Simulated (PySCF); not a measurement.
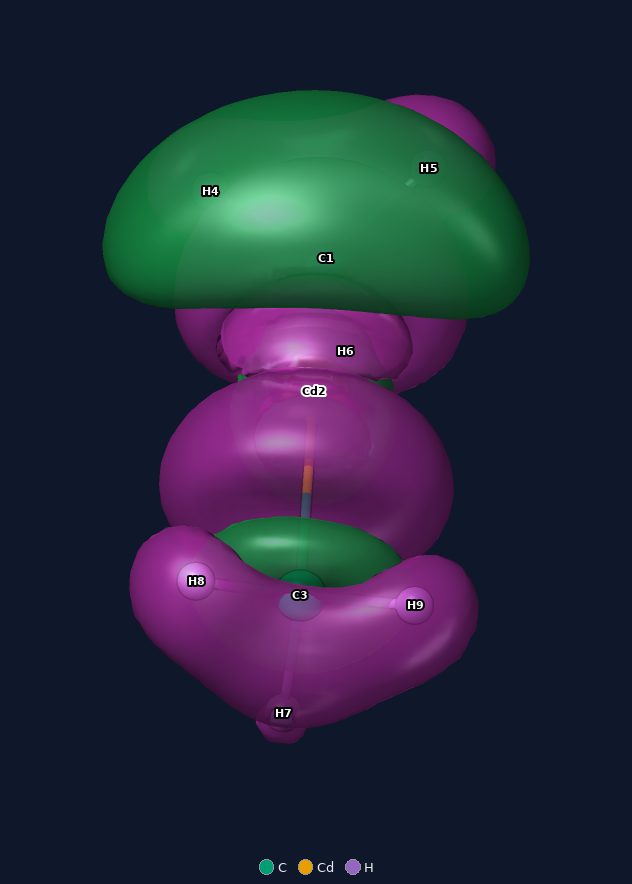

*C2H6Cd, SMILES `C[Cd]C`. Dual descriptor f⁺ − f⁻ at ±0.015 e/Å³ (green positive, purple negative).*

Level of theory: PBE/def2-TZVP (PySCF), at a geometry from GFN2-xTB. Core potentials replace the inner electrons of Cd; spin–orbit coupling isn't included. No frequency check shows the geometry to be a minimum. GFN2-xTB bond lengths at metals and heavier atoms can be off by up to 0.1 Å and shapes distorted, which carries into these values.

Q: Which atoms come out as electrophilic, and which as nucleophilic?

A: Electrophilic (positive): Cd2 (+0.27). Nucleophilic (negative): C1 and C3 (−0.09). f⁻ (Hirshfeld-condensed) is largest on Cd2 (0.26) and C1 and C3 (0.17 each); the vertical ionisation energy is 8.59 eV (the stability of the cation's solution wasn't checked). f⁺ (Hirshfeld-condensed) is largest on Cd2 (0.53); the vertical electron affinity is −0.82 eV (the stability of the anion's solution wasn't checked; negative, but this basis has no diffuse functions, so it doesn't show that the anion is unbound).

Run time: 48 s on 1 thread of Intel(R) Xeon(R) 6975P-C (Granite Rapids) (shared host), peak memory 0.54 GiB.
